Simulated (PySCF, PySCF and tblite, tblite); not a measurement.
# C5H9B2FO2: a path driven as ring inversion, and NMR exchange, part 1 of 2

How fast is ring inversion in C5H9B2FO2 (`C=C[C@@H]1COBBO[C@H]1F`), and when do the exchanging lines merge?

Programs: PySCF 2.14.0 with density-fitted response routines of our own, and tblite 0.8.0. All values are computed, except where a source is named. Atoms count from 0 throughout.

## (1) The starting structure

19 atoms, charge 0, multiplicity 1; geometry from: force field or distance geometry start.

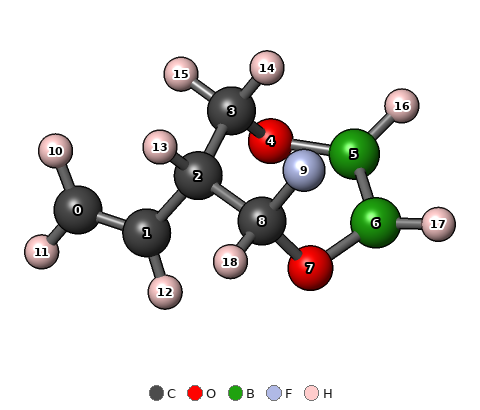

The starting geometry (carbon dark grey, oxygen red, boron green, fluorine light blue, hydrogen pink), atoms numbered.

## (2) GFN2-xTB relaxation, start minimum

What the job is given:

```
{"job": {"xc": "GFN2-xTB", "basis": "xTB", "kind": "relax"}, "charge": 0, "multiplicity": 1}
C     -2.699500     0.630000     0.513400
C     -1.710300     0.228700    -0.279300
C     -0.540400    -0.591200     0.280000
C      0.334100     0.272200     1.215600
O      0.765500     1.461600     0.610900
B      2.042200     1.232200    -0.089500
B      2.032400     0.240500    -1.408900
O      0.741800    -0.323300    -1.821000
C      0.250600    -1.266900    -0.873100
F      1.232200    -2.104800    -0.366300
H     -2.724500     0.397500     1.572700
H     -3.532800     1.200100     0.094000
H     -1.751400     0.465700    -1.318400
H     -0.974300    -1.415900     0.883000
H      1.161500    -0.343000     1.653300
H     -0.281200     0.552200     2.117100
H      3.069300     1.508000     0.444500
H      3.040600    -0.211800    -1.826900
H     -0.465800    -1.922700    -1.408400
```

Started as:

```console
$ OMP_NUM_THREADS=1 python ens_run.py task.json out
```

This one command runs the whole study; its stages follow in the order run.

Log:

```text
step      E/eV     max force
  0    -832.26302    2.510
  1    -832.53953    1.682
  2    -832.69154    1.369
  3    -832.77404    1.006
  4    -832.90403    0.783
  5    -832.98581    0.958
  6    -833.11628    1.089
  7    -833.24944    1.151
  8    -833.41158    1.210
  9    -833.54245    0.989
 10    -833.69603    1.101
 11    -833.82367    0.937
 12    -833.91791    0.741
 13    -833.98679    0.607
 14    -834.03189    0.620
 15    -834.06227    0.548
 16    -834.08653    0.324
 17    -834.10325    0.316
 18    -834.11736    0.355
 19    -834.12992    0.227
 20    -834.13757    0.189
 21    -834.14357    0.197
 22    -834.15094    0.239
 23    -834.16202    0.272
 24    -834.17600    0.347
 25    -834.18944    0.282
 26    -834.20013    0.205
 27    -834.21035    0.250
 28    -834.22172    0.281
 29    -834.23434    0.280
 30    -834.24677    0.256
 31    -834.25723    0.214
 32    -834.26647    0.255
 33    -834.27683    0.270
 34    -834.28837    0.314
 35    -834.29889    0.315
 36    -834.31121    0.358
 37    -834.32388    0.278
 38    -834.34082    0.292
 39    -834.34948    0.208
 40    -834.35740    0.189
 41    -834.36207    0.149
 42    -834.36706    0.144
 43    -834.37262    0.173
 44    -834.37798    0.206
 45    -834.38360    0.244
 46    -834.38870    0.172
 47    -834.39475    0.146
 48    -834.39758    0.151
 49    -834.40142    0.107
 50    -834.40328    0.099
 51    -834.40481    0.087
 52    -834.40610    0.079
 53    -834.40710    0.085
 54    -834.40789    0.077
 55    -834.40859    0.069
 56    -834.40923    0.061
 57    -834.40977    0.055
 58    -834.41011    0.042
 59    -834.41030    0.037
 60    -834.41047    0.032
 61    -834.41066    0.040
 62    -834.41083    0.031
 63    -834.41093    0.016
 64    -834.41097    0.014
 65    -834.41099    0.013
 66    -834.41103    0.017
 67    -834.41107    0.013
 68    -834.41112    0.017
 69    -834.41115    0.013
 70    -834.41118    0.012
 71    -834.41120    0.010
 72    -834.41123    0.011
 73    -834.41126    0.014
 74    -834.41130    0.018
 75    -834.41137    0.022
 76    -834.41148    0.024
 77    -834.41159    0.025
 78    -834.41168    0.025
 79    -834.41176    0.024
 80    -834.41183    0.022
 81    -834.41192    0.021
 82    -834.41200    0.020
 83    -834.41207    0.021
 84    -834.41214    0.023
 85    -834.41224    0.022
 86    -834.41236    0.027
 87    -834.41246    0.025
 88    -834.41254    0.023
 89    -834.41260    0.021
 90    -834.41268    0.025
 91    -834.41281    0.035
 92    -834.41299    0.041
 93    -834.41326    0.047
 94    -834.41368    0.061
 95    -834.41435    0.086
 96    -834.41528    0.102
 97    -834.41628    0.136
 98    -834.40644    0.463
 99    -834.41759    0.070
100    -834.41817    0.053
101    -834.41944    0.085
102    -834.41980    0.047
103    -834.42045    0.033
104    -834.42088    0.041
105    -834.42113    0.034
106    -834.42137    0.033
107    -834.42164    0.037
108    -834.42190    0.063
109    -834.42228    0.063
110    -834.42265    0.068
111    -834.42293    0.041
112    -834.42313    0.064
113    -834.42337    0.032
114    -834.42352    0.029
115    -834.42365    0.025
116    -834.42371    0.021
117    -834.42380    0.026
118    -834.42384    0.016
119    -834.42389    0.015
120    -834.42395    0.015
121    -834.42399    0.015
122    -834.42403    0.016
123    -834.42406    0.015
124    -834.42410    0.019
125    -834.42413    0.018
126    -834.42417    0.016
127    -834.42420    0.020
128    -834.42424    0.017
129    -834.42427    0.011
130    -834.42428    0.008
131    -834.42429    0.008
132    -834.42429    0.005
133    -834.42430    0.005
134    -834.42430    0.005
135    -834.42430    0.004
136    -834.42430    0.003
137    -834.42431    0.002
```

Run time: 0.82 s. Hardware: 1 thread of Arm Neoverse V2, shared host.

The energy fell by 2.161 eV, and the atoms moved 0.79 Å (root mean square).

## (3) Relaxed scan, ring torsion 1 driven

What the job is given:

```
{"job": {"xc": "GFN2-xTB", "basis": "xTB", "coordinate": [["t", [2, 3, 4, 5], 1.0]], "kind": "drive"}, "charge": 0, "multiplicity": 1}
C     -2.621088     0.577316    -0.085612
C     -1.302061     0.548069    -0.107570
C     -0.484270    -0.549607     0.507765
C      0.526902    -0.005968     1.538929
O      1.480230     0.926877     1.112708
B      1.986931     1.114362    -0.105746
B      1.535417     0.327737    -1.550982
O      0.724523    -0.749480    -1.655035
C      0.165042    -1.419279    -0.595816
F      1.129057    -2.221147    -0.011076
H     -3.201140    -0.202196     0.381418
H     -3.177252     1.383148    -0.532091
H     -0.739232     1.341211    -0.580396
H     -1.146234    -1.218513     1.070065
H      1.067240    -0.855086     1.977196
H     -0.048246     0.479459     2.338217
H      2.812988     1.960798    -0.078930
H      1.866037     0.687744    -2.624467
H     -0.584648    -2.116195    -1.006039
```

Log:

```text
point  coordinate     E/eV
  0    -13.100     -834.41725
  1     -0.300     -834.39735
  2     12.600     -834.36602
  3     25.500     -834.32751
```

Wall time 0.96 s (1 thread of Arm Neoverse V2, shared host).

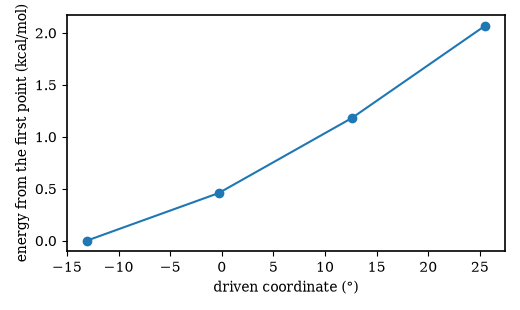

Energy along the scan.

## (4) Relaxed scan, ring torsion 6 driven

What the job is given:

```
{"job": {"xc": "GFN2-xTB", "basis": "xTB", "coordinate": [["t", [7, 8, 2, 3], 1.0]], "kind": "drive"}, "charge": 0, "multiplicity": 1}
C     -2.619248     0.564507    -0.117871
C     -1.299942     0.559091    -0.093660
C     -0.483841    -0.542015     0.517989
C      0.538514    -0.005714     1.540844
O      1.473034     0.945214     1.111266
B      1.975444     1.130988    -0.109458
B      1.542242     0.317862    -1.545870
O      0.727074    -0.756040    -1.646071
C      0.149217    -1.416539    -0.591152
F      1.094243    -2.243063    -0.009322
H     -3.200614    -0.237068     0.308354
H     -3.174438     1.371473    -0.563494
H     -0.735444     1.373375    -0.526931
H     -1.144856    -1.208973     1.083763
H      1.094226    -0.856186     1.956343
H     -0.027091     0.461625     2.357410
H      2.780703     1.997436    -0.092999
H      1.893126     0.656685    -2.619905
H     -0.615415    -2.094066    -1.006538
```

Log:

```text
point  coordinate     E/eV
  0    -68.200     -834.41596
  1    -54.500     -834.39774
  2    -40.900     -834.37093
  3    -27.100     -834.34197
  4    -13.200     -834.32598
  5      0.700     -834.33143
  6     14.600     -834.35839
  7     28.300     -834.39317
  8     41.700     -834.41540
  9     55.000     -834.39821
 10     68.400     -834.33578
 11     83.300     -834.35123
```

Wall time 3.5 s (1 thread of Arm Neoverse V2, shared host).

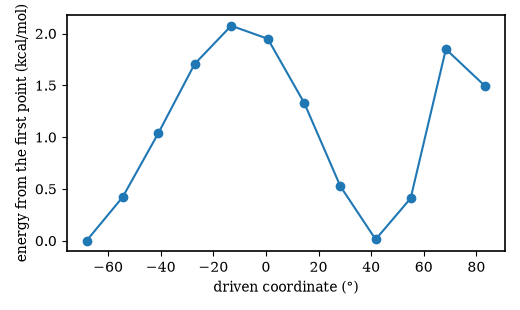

Energy along the scan.

## (5) Nudged elastic band, leg 1

What the job is given:

```
{"job": {"xc": "GFN2-xTB", "basis": "xTB", "kind": "neb"}, "charge": 0, "multiplicity": 1}
C     -2.621088     0.577316    -0.085612
C     -1.302061     0.548069    -0.107570
C     -0.484270    -0.549607     0.507765
C      0.526902    -0.005968     1.538929
O      1.480230     0.926877     1.112708
B      1.986931     1.114362    -0.105746
B      1.535417     0.327737    -1.550982
O      0.724523    -0.749480    -1.655035
C      0.165042    -1.419279    -0.595816
F      1.129057    -2.221147    -0.011076
H     -3.201140    -0.202196     0.381418
H     -3.177252     1.383148    -0.532091
H     -0.739232     1.341211    -0.580396
H     -1.146234    -1.218513     1.070065
H      1.067240    -0.855086     1.977196
H     -0.048246     0.479459     2.338217
H      2.812988     1.960798    -0.078930
H      1.866037     0.687744    -2.624467
H     -0.584648    -2.116195    -1.006039
```

Log:

```text
image   E - E0 / eV
  0       0.0000
  1       0.0645
  2       0.0004
  3       0.0263
  4       0.0959
  5       0.0621
  6       0.0067
```

It took 1.6 s on 1 thread of Arm Neoverse V2, shared host; peak memory 0.2 GiB.

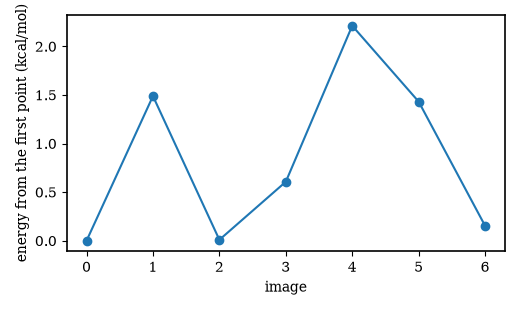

Energy along the band.

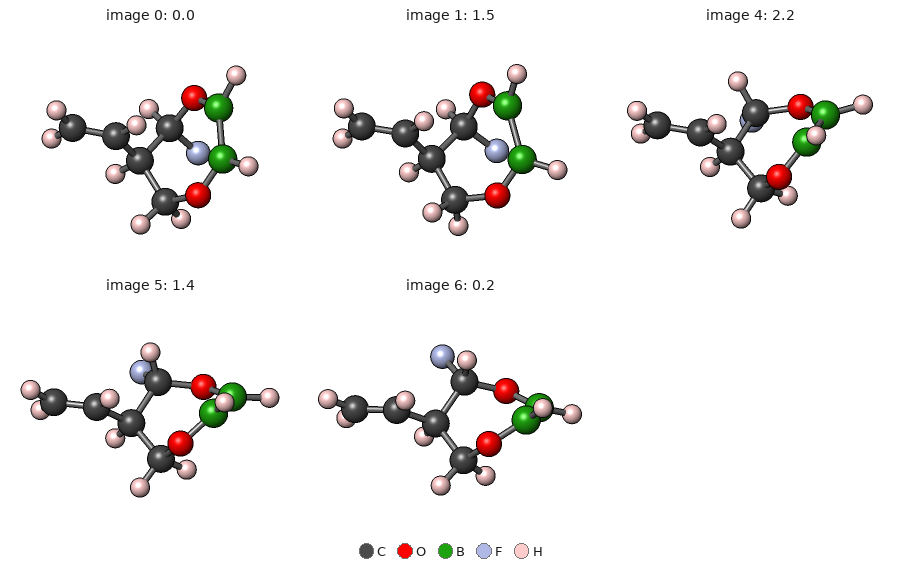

Images along the band, with energies in kcal/mol.

## (6) Saddle search, leg 1

What the job is given:

```
{"job": {"xc": "GFN2-xTB", "basis": "xTB", "kind": "saddle"}, "charge": 0, "multiplicity": 1}
C     -2.739204     0.441257     0.159042
C     -1.428327     0.577398     0.091040
C     -0.458154    -0.496020     0.496826
C      0.684388     0.074763     1.358391
O      1.173724     1.301939     0.868254
B      1.768486     1.385124    -0.330642
B      2.103013    -0.032695    -1.195349
O      1.292754    -1.102051    -1.238381
C      0.016731    -1.269443    -0.767489
F     -0.088595    -2.620042    -0.482872
H     -3.198613    -0.457725     0.536524
H     -3.407085     1.221068    -0.163249
H     -0.983716     1.486175    -0.289538
H     -0.985183    -1.242855     1.101186
H      1.493616    -0.662560     1.429621
H      0.297455     0.271515     2.363934
H      2.033384     2.496671    -0.619596
H      3.128486    -0.275056    -1.729591
H     -0.703162    -1.097462    -1.588108
```

Log:

```text
step      E/eV     max force
  0    -834.32838   0.0282
  1    -834.32892   0.0990
  2    -834.32933   0.0172
  3    -834.32912   0.0380
  4    -834.32934   0.0116
  5    -834.32922   0.0102
  6    -834.32910   0.0170
  7    -834.32908   0.0322
  8    -834.32922   0.0341
  9    -834.32953   0.0363
 10    -834.32964   0.0895
 11    -834.32973   0.0101
 12    -834.32990   0.0102
 13    -834.33003   0.0122
 14    -834.33011   0.0122
 15    -834.33016   0.0122
 16    -834.33017   0.0010
lowest wavenumbers (cm-1): -47.3 49.3 134.4 220.0 244.5 271.5
```

Run time: 4.6 s. Hardware: 1 thread of Arm Neoverse V2, shared host; peak memory 0.2 GiB.

Point group C1; 1 imaginary mode, 47i cm⁻¹, carried by F9, O7, C0, B6. Steps downhill from it reached both ends.

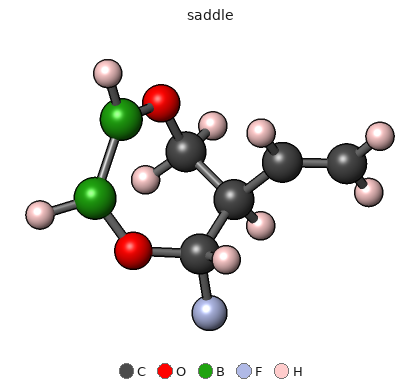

The saddle point.

## (7) Nudged elastic band, leg 2

What the job is given:

```
{"job": {"xc": "GFN2-xTB", "basis": "xTB", "kind": "neb"}, "charge": 0, "multiplicity": 1}
C     -2.928268    -0.012385     0.558294
C     -1.724634     0.415659     0.230953
C     -0.470613    -0.393897     0.388839
C      0.594713     0.386576     1.183920
O      1.180297     1.431405     0.438493
B      2.083163     1.168160    -0.522084
B      2.406686    -0.464838    -0.854386
O      1.341302    -1.275098    -1.024239
C      0.050446    -0.785629    -1.012038
F     -0.756134    -1.785141    -1.496815
H     -3.088643    -0.997523     0.963810
H     -3.803523     0.599819     0.427035
H     -1.575121     1.405229    -0.180071
H     -0.689678    -1.320396     0.929272
H      1.370731    -0.310555     1.522908
H      0.117880     0.836499     2.061074
H      2.448404     2.144976    -1.070505
H      3.418330    -1.066227    -0.867431
H     -0.065016     0.056497    -1.715200
```

Log:

```text
image   E - E0 / eV
  0       0.0000
  1       0.0189
  2       0.0759
  3       0.1291
  4       0.0926
  5       0.0275
  6       0.0054
```

Run time: 1.4 s. Hardware: 1 thread of Arm Neoverse V2, shared host; peak memory 0.2 GiB.

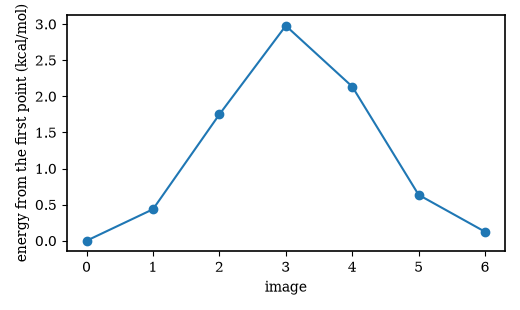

Energy along the band.

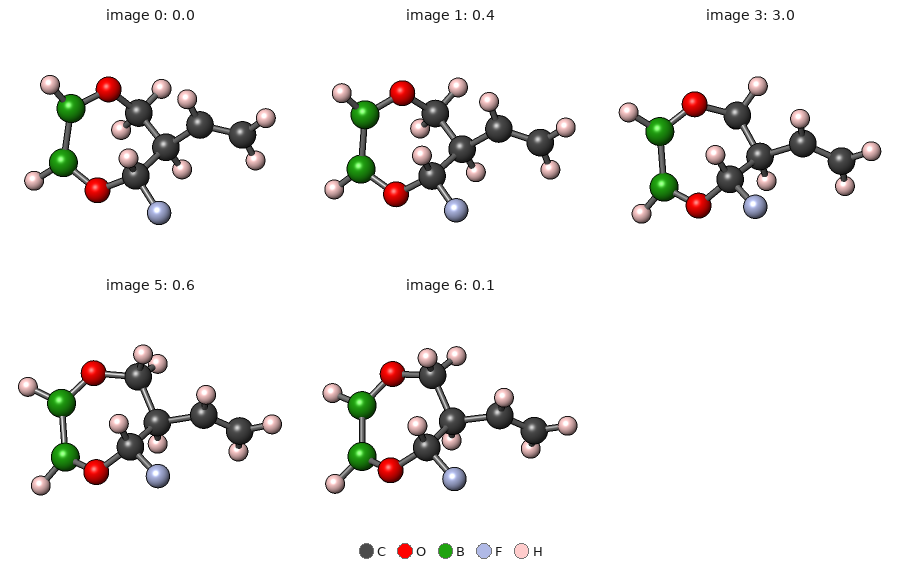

Images along the band, with energies in kcal/mol.

## (8) Saddle search, leg 2

What the job is given:

```
{"job": {"xc": "GFN2-xTB", "basis": "xTB", "kind": "saddle"}, "charge": 0, "multiplicity": 1}
C     -2.864180    -0.491009     0.777130
C     -1.865896     0.236935     0.317575
C     -0.432956    -0.210684     0.303076
C      0.460366     0.799251     1.083807
O      1.512285     1.414576     0.378040
B      2.441044     0.806529    -0.375121
B      2.333890    -0.818914    -0.829208
O      1.119204    -1.227193    -1.246528
C      0.028686    -0.384313    -1.156416
F     -0.976307    -0.963868    -1.887583
H     -2.709874    -1.473213     1.191398
H     -3.880453    -0.139071     0.751346
H     -2.045008     1.215193    -0.106727
H     -0.361801    -1.197026     0.771145
H      0.875878     0.298218     1.965597
H     -0.176218     1.619713     1.437780
H      3.185905     1.596001    -0.842861
H      3.137832    -1.673878    -0.902657
H      0.217604     0.592755    -1.629794
```

Log:

```text
step      E/eV     max force
  0    -834.28853   0.0482
  1    -834.29344   0.0452
  2    -834.29441   0.1305
  3    -834.29470   0.0297
  4    -834.29524   0.0406
  5    -834.29553   0.0373
  6    -834.29558   0.0022
lowest wavenumbers (cm-1): -83.1 63.1 104.9 203.7 231.9 247.5
```

Wall time 4.4 s (1 thread of Arm Neoverse V2, shared host); peak memory 0.2 GiB.

Point group C1; 1 imaginary mode, 83i cm⁻¹, carried by C3, H15, H14, C0. It was not shown to link both ends.

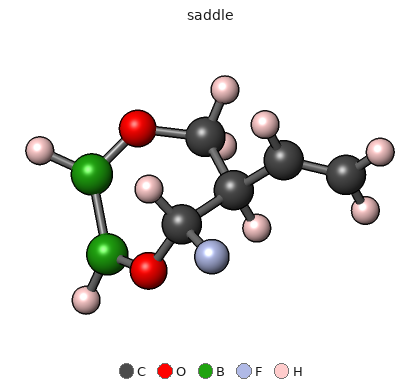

The saddle point.

## (9) Saddle search, leg 2

What the job is given:

```
{"job": {"xc": "GFN2-xTB", "basis": "xTB", "kind": "saddle"}, "charge": 0, "multiplicity": 1}
C     -2.917065    -0.311775     0.671829
C     -1.818860     0.317891     0.302580
C     -0.445708    -0.290869     0.350950
C      0.533838     0.629091     1.132464
O      1.364961     1.448871     0.342311
B      2.308771     0.959693    -0.481044
B      2.375965    -0.703654    -0.812831
O      1.194297    -1.278561    -1.125993
C      0.041321    -0.517265    -1.090249
F     -0.917559    -1.227902    -1.771147
H     -2.889420    -1.324587     1.037988
H     -3.886951     0.151151     0.613398
H     -1.857020     1.330417    -0.076269
H     -0.495071    -1.267966     0.838690
H      1.164324     0.000799     1.773057
H     -0.048882     1.297890     1.774533
H      2.885683     1.826541    -1.035293
H      3.263556    -1.474569    -0.812520
H      0.143821     0.434803    -1.632456
```

Log:

```text
step      E/eV     max force
  0    -834.33578   0.3513
  1    -834.34025   0.1242
  2    -834.32946   0.0866
  3    -834.32595   0.2352
  4    -834.32805   0.0511
  5    -834.32583   0.0596
  6    -834.31983   0.0338
  7    -834.31200   0.0619
  8    -834.30549   0.0622
  9    -834.30032   0.0928
 10    -834.29668   0.0589
 11    -834.29532   0.0876
 12    -834.29555   0.0464
 13    -834.29556   0.0062
 14    -834.29559   0.0078
 15    -834.29559   0.0033
lowest wavenumbers (cm-1): -82.6 62.5 104.9 203.6 231.9 247.5
```

Run time: 4.3 s. Hardware: 1 thread of Arm Neoverse V2, shared host; peak memory 0.2 GiB.

Point group C1; 1 imaginary mode, 83i cm⁻¹, carried by C3, H15, H14, C0. It was not shown to link both ends.

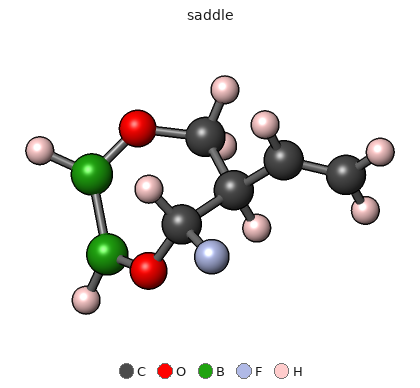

The saddle point.

## (10) Shieldings, start: B3LYP/pcSseg-1

What the job is given:

```
{"job": {"kind": "nmr", "xc": "B3LYP", "basis": "pcSseg-1", "pop": false}, "charge": 0, "multiplicity": 1}
C     -2.621088     0.577316    -0.085612
C     -1.302061     0.548069    -0.107570
C     -0.484270    -0.549607     0.507765
C      0.526902    -0.005968     1.538929
O      1.480230     0.926877     1.112708
B      1.986931     1.114362    -0.105746
B      1.535417     0.327737    -1.550982
O      0.724523    -0.749480    -1.655035
C      0.165042    -1.419279    -0.595816
F      1.129057    -2.221147    -0.011076
H     -3.201140    -0.202196     0.381418
H     -3.177252     1.383148    -0.532091
H     -0.739232     1.341211    -0.580396
H     -1.146234    -1.218513     1.070065
H      1.067240    -0.855086     1.977196
H     -0.048246     0.479459     2.338217
H      2.812988     1.960798    -0.078930
H      1.866037     0.687744    -2.624467
H     -0.584648    -2.116195    -1.006039
```

Log:

```text
coarse grid: 16440 points
cycle   1  E = -495.6544206347  dE =  1.448e+00  |g| = 9.899e-01  |ddm| = 3.886e+00
cycle   2  E = -495.3580028027  dE =  2.964e-01  |g| = 1.634e+00  |ddm| = 1.931e+00
cycle   3  E = -495.8189134542  dE = -4.609e-01  |g| = 1.930e-01  |ddm| = 1.349e+00
cycle   4  E = -495.8260805919  dE = -7.167e-03  |g| = 7.179e-02  |ddm| = 1.834e-01
cycle   5  E = -495.8269544383  dE = -8.738e-04  |g| = 2.039e-02  |ddm| = 5.714e-02
cycle   6  E = -495.8270227390  dE = -6.830e-05  |g| = 6.635e-03  |ddm| = 2.046e-02
cycle   7  E = -495.8270314946  dE = -8.756e-06  |g| = 1.391e-03  |ddm| = 6.328e-03
final grid: 160824 points
cycle   8  E = -495.9284687243  dE = -6.798e-05  |g| = 7.530e-03  |ddm| = 3.562e-02
cycle   9  E = -495.9284563560  dE =  1.237e-05  |g| = 1.122e-02  |ddm| = 1.442e-02
cycle  10  E = -495.9284804418  dE = -2.409e-05  |g| = 1.362e-03  |ddm| = 8.868e-03
cycle  11  E = -495.9284808242  dE = -3.825e-07  |g| = 3.619e-04  |ddm| = 1.254e-03
cycle  12  E = -495.9284808510  dE = -2.678e-08  |g| = 1.482e-04  |ddm| = 3.374e-04
cycle  13  E = -495.9284808553  dE = -4.336e-09  |g| = 3.271e-05  |ddm| = 1.310e-04
cycle  14  E = -495.9284808556  dE = -2.124e-10  |g| = 1.017e-05  |ddm| = 3.278e-05
converged SCF energy = -495.9284808556

GIAO shielding tensors (ppm)
atom      isotropic    diamagn.    paramagn.     s11        s22        s33       span
  0 C       56.689     252.386    -195.697    -54.039     71.282    152.824    206.863
  1 C       40.537     258.439    -217.902    -87.763     47.601    161.773    249.537
  2 C      123.532     253.244    -129.712    116.684    122.322    131.591     14.908
  3 C      107.719     243.638    -135.919     78.335     95.974    148.849     70.514
  4 O       85.687     392.066    -306.379   -129.657     54.014    332.703    462.360
  5 B       47.744     195.662    -147.918     -1.728     46.832     98.127     99.855
  6 B       41.476     196.396    -154.920    -22.721     47.583     99.568    122.289
  7 O       58.575     392.927    -334.353   -106.449    -30.187    312.361    418.810
  8 C       66.640     242.954    -176.314     49.210     66.709     84.001     34.792
  9 F      293.961     476.483    -182.522    183.895    323.190    374.798    190.903
 10 H       26.408      31.525      -5.116     22.765     25.801     30.658      7.893
 11 H       26.439      29.595      -3.157     23.533     25.277     30.506      6.973
 12 H       25.975      34.381      -8.406     22.954     24.549     30.422      7.468
 13 H       29.312      34.446      -5.135     27.304     27.806     32.825      5.521
 14 H       26.593      29.733      -3.140     23.286     26.752     29.741      6.455
 15 H       27.252      29.735      -2.483     22.500     28.252     31.006      8.506
 16 H       26.371      29.574      -3.203     25.295     26.078     27.740      2.445
 17 H       26.237      30.160      -3.923     25.265     26.195     27.251      1.986
 18 H       25.502      29.783      -4.282     23.815     24.051     28.639      4.824
```

It took 32 s on 1 thread of Arm Neoverse V2, shared host; peak memory 0.98 GiB.

Key values: HOMO -7.27 eV, LUMO -2.16 eV; dipole 3.19 D.

(Continued in part 2 of 2.)
